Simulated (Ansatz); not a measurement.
# C2H6O2Si: geometry optimisation from a Python script

What geometry does C2H6O2Si take? The task is a geometry optimisation, for C2H6O2Si. SMILES: OC1CO[SiH2]1.

Computed with Ansatz 0.2.0 through its Python package. Level of theory: Hartree-Fock/def2-SVP.

## 1. The structure

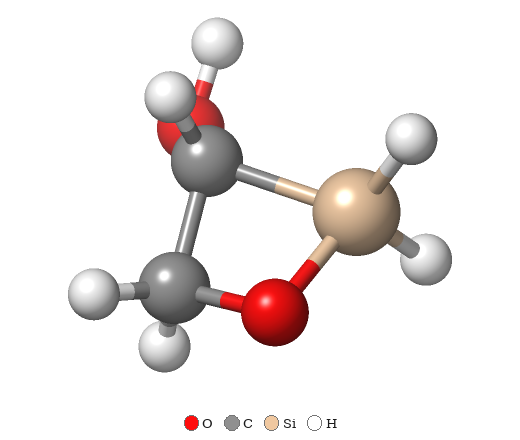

The structure that the script starts from, seen from a chosen angle (oxygen red, carbon grey, silicon light orange, hydrogen white).

No structure file is read: the coordinates are typed or built in the script.

## 2. The code

Contents of opt_c2h6o2si.py:

```python
# -*- coding: utf-8 -*-
'''Minimum-energy structure of C2H6O2Si.'''

import argparse
import itertools

import ansatz as az
from ase import Atoms
from ase.data import atomic_numbers, covalent_radii
import numpy as np
import pandas as pd

parser = argparse.ArgumentParser(description='Minimum-energy structure of C2H6O2Si.')
parser.add_argument('--basis', default='def2-SVP', help='basis')
parser.add_argument('--xc', required=True, help='exchange-correlation functional')
args = parser.parse_args()

atoms = Atoms(['O', 'C', 'C', 'O', 'Si', 'H', 'H', 'H', 'H', 'H', 'H'], positions=[
    [-1.459, 1.0812, 0.0755],
    [-0.1845, 0.6033, 0.2991],
    [-0.1149, -0.7982, 0.9553],
    [1.0669, -1.323, 0.138],
    [0.6849, -0.2918, -1.1299],
    [-1.3776, 1.998, -0.3827],
    [0.4809, 1.3577, 0.788],
    [0.2508, -0.7529, 2.0195],
    [-0.9868, -1.4009, 0.9479],
    [1.9186, 0.3763, -1.5845],
    [-0.2141, -0.9067, -2.1057],
])
molecule = az.Crystal.molecule_from_ase(atoms)

calculation = molecule.calculation().basis(gaussian=args.basis).functional(args.xc)
symbols = [site.symbol for site in molecule.cartesian_sites]
start = np.array([site.position_ang for site in molecule.cartesian_sites], dtype=float)
def progress(event):
    if event['event'] == 'relax_step':
        row = event['data']
        print(f'step {row["step"]:3d}  E = {row["lagrangian_ev"]:.6f} eV  largest force component {row["allowed_force_max_ev_ang"]:.4f} eV/A')


data = calculation.relax(force_tolerance=0.02).session().plan().execute(on_event=progress).report
end = np.array(data['positions_ang'])

print('reference energy %16.6f eV' % data['reference_energy_ev'])
print('total energy     %16.6f eV' % data['free_energy_ev'])
print('occupied orbitals outside the frozen core (up, down):', data['n_occupied'], ' frozen:', data['n_frozen'], ' virtual:', data['n_virtual'])

# pairs closer than 1.2 times the sum of covalent radii, before or after
radius = [covalent_radii[atomic_numbers[s]] for s in symbols]
span = lambda where, i, j: np.linalg.norm(where[i] - where[j])
bonded = [(i, j) for i, j in itertools.combinations(range(len(symbols)), 2) if min(span(start, i, j), span(end, i, j)) < 1.2 * (radius[i] + radius[j])]
print('pair        before    after (A)')
for i, j in bonded:
    print(f'{symbols[i]}{i}-{symbols[j]}{j}'.ljust(10), f'{span(start, i, j):8.4f} {span(end, i, j):8.4f}')
for first, second in list(itertools.combinations(bonded, 2)):
    shared = set(first) & set(second)
    if shared and symbols[(j := shared.pop())] != 'H':
        i, k = sorted((set(first) | set(second)) - {j})
        u, v = end[i] - end[j], end[k] - end[j]
        angle = np.degrees(np.arccos(np.clip(u @ v / np.linalg.norm(u) / np.linalg.norm(v), -1, 1)))
        print(f'final angle {symbols[i]}{i}-{symbols[j]}{j}-{symbols[k]}{k}: {angle:.2f} deg')

charges = data['charge_distribution']
table = pd.DataFrame({'atom': symbols, 'mulliken': charges['mulliken_charges_e'], 'lowdin': charges['lowdin_charges_e']})
print(table.round(3).to_string())
print('dipole (e A):', np.round(charges['dipole_moment_e_ang'], 4) + 0.0)
```

## 3. Launch

Started as:

```bash
$ python opt_c2h6o2si.py --xc hf
```

**Question.** What results will this script give? Wanted: total energy; dipole moment; moves of the relaxation; energy gained; last largest force component.

**Answer**, as computed:

```
                    quantity           value
                total energy  -14084.6504 eV
               dipole moment          2.72 D
     moves of the relaxation               9
               energy gained        0.767 eV
last largest force component     0.0160 eV/Å
```

The relaxation took 9 moves; the largest shift is 0.429 Å, of atom 11 (H). The end point is the stationary point reached from this start; no frequency run checks that it is a minimum, and the basis set is modest. The Löwdin charges here are taken after orthogonalising the functions within each atom; they differ from plain Löwdin charges, and their signs can be unphysical.
